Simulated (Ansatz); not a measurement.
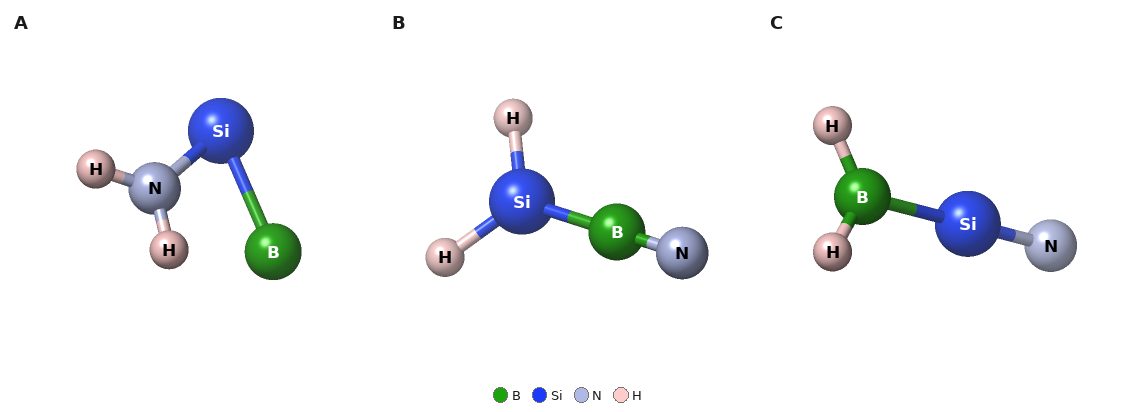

3 stationary structures of one formula. Geometries: PBE0-D4/def2-TZVP. Electronic energies: RHF-CCSD(T) (frozen core)/def2-TZVPP (Ansatz 0.2.0), without zero-point energy. No frequency run is at hand to confirm each as a minimum.

**Rank them by energy, lowest first.**

B is lowest; C lies 12.5 kcal/mol above it, A lies 27.4 kcal/mol above it (Cs).
